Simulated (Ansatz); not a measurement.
# Ligand exchange: C2H5I + GaCl3 → CH2ClI + Ga(CH3)Cl2

Species: C2H5I (iodoethane) `CCI`, singlet; GaCl3 (gallium trichloride (monomer)) `[Cl][Ga]([Cl])[Cl]`, singlet; CH2ClI (chloroiodomethane) `ClCI`, singlet; Ga(CH3)Cl2, singlet. The partners trade CH3 for Cl: C–CH3 and Ga–Cl bonds give way to C–Cl and Ga–CH3.

Shapes, held fixed at every level: PBE0-D4/def2-TZVP. Programs: Ansatz 0.2.0. Electronic energies: no zero-point or thermal term.

```
               level                    kind  ΔE (kJ/mol)  less CCSD(T)/def2-TZVPP  CPU time (sum over the molecules)
r2SCAN-D4/def2-TZVPP                meta-GGA       +142.2                     -2.9                               47 s
 BHLYP-D4/def2-TZVPP           global hybrid       +150.8                     +5.7                               34 s
  PBE0-D4/def2-TZVPP           global hybrid       +140.6                     -4.5                               30 s
  wB97X-V/def2-TZVPP  range-separated hybrid       +142.5                     -2.6                               74 s
      MP2/def2-TZVPP     perturbation theory       +145.3                     +0.2                                  –
    CCSD(T)/def2-SVP   coupled cluster or CI       +169.8                    +24.7                               30 s
       CCSD/def2-SVP   coupled cluster or CI       +171.3                    +26.2                                  –
  CCSD(T)/def2-TZVPP   coupled cluster or CI       +145.1                      0.0                            9.2 min
```

The highest level, CCSD(T)/def2-TZVPP, gives ΔE = +145.1 kJ/mol; the levels span +140.6 to +171.3. The column of differences is taken from that level and isn't an error. No measured value is set beside it here. For atoms past krypton def2 sets carry core potentials with scalar relativity. Relativity is left out for Ga unless named. Correlated rows may include outer-core shells of Ga, I, which these sets cover unevenly. Times are processor times on shared x86 and Arm servers, and rough.

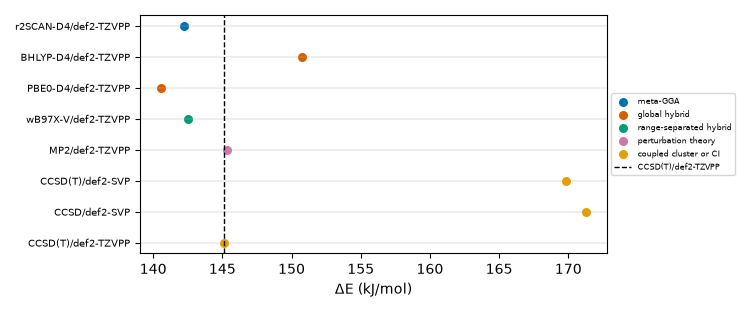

The values of the table, level by level.
